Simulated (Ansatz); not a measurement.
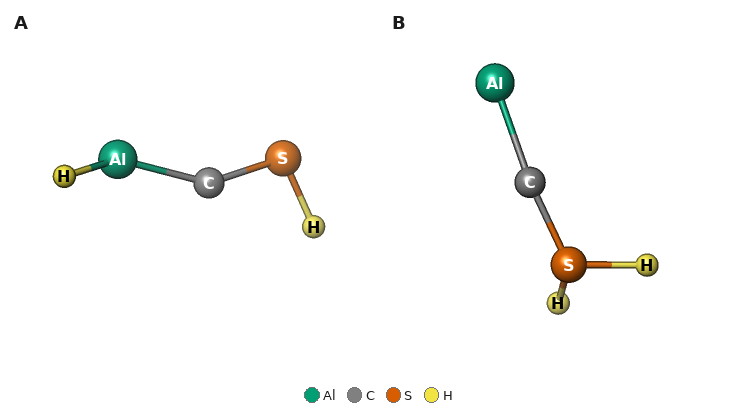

2 stationary structures of one formula. The species is neutral and a spin doublet. Geometries: PBE-D4/def2-SVP. Electronic energies: PBE-D4/def2-SVP (Ansatz 0.2.0), without zero-point energy. No frequency run is at hand to confirm each as a minimum.

Rank them by energy, lowest first.

A is lowest; B lies 26.9 kcal/mol above it.
